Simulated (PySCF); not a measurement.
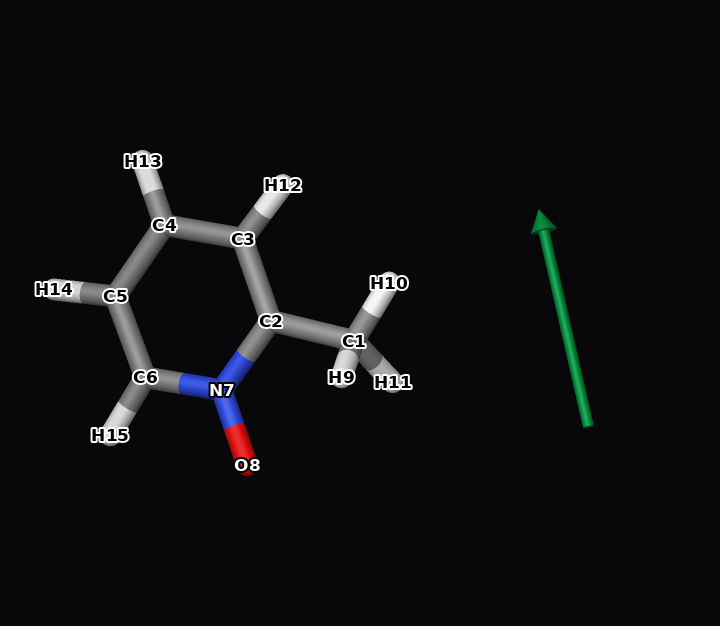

The arrow beside the molecule shows the direction of the dipole moment, from the negative to the positive end (its length means nothing). The geometry was computed by an optimisation with GFN2-xTB. No frequency run is at hand to confirm it as a minimum. Method: CAM-B3LYP/def2-SVPD, gas phase (PySCF 2.14.0).

Question: How large is the dipole moment?

Answer: 3.99 D; it points from the side of O8 to the side of H13 (the outermost atoms at the two ends).
